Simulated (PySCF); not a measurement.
Si(F)(Et)(Vi)2, SMILES C=C[Si](F)(C=C)CC (C6H11FSi) at its GFN2-xTB optimised geometry (Å):

```
19

C     -2.3726     2.1219     0.9933
C     -1.6632     1.6079     0.0000
Si    -0.9492    -0.1349     0.0000
F     -1.3722    -0.8173     1.4182
C      0.9355    -0.1349     0.0000
C      1.7014    -0.0557    -1.0775
C     -1.6948    -1.2148    -1.3804
C     -1.1435    -2.6389    -1.3874
H     -2.7667     3.1265     0.9678
H     -2.5895     1.5508     1.8807
H     -1.4701     2.2246    -0.8690
H      1.4180    -0.2027     0.9681
H      2.7794    -0.0582    -1.0236
H      1.2840     0.0132    -2.0691
H     -1.5089    -0.7565    -2.3525
H     -2.7794    -1.2558    -1.2629
H     -0.0679    -2.6330    -1.5498
H     -1.6070    -3.2286    -2.1765
H     -1.3396    -3.1265    -0.4358
```

Level of theory: CAM-B3LYP/def2-SVP (PySCF). Cells within 0.4 Å of a nucleus heavier than hydrogen are left out (blank, or x).

Map of the HOMO−1 amplitude (bohr^(-3/2)) on the plane z = 0.0 Å; orbital energy -9.17 eV, overall sign arbitrary:

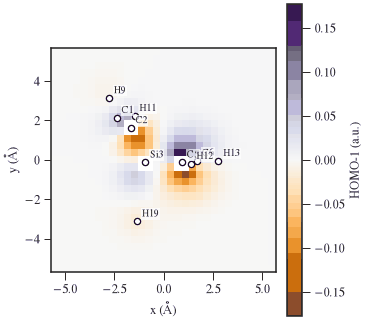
*HOMO−1 amplitude (bohr^(-3/2)) on the plane z = 0.0 Å.*
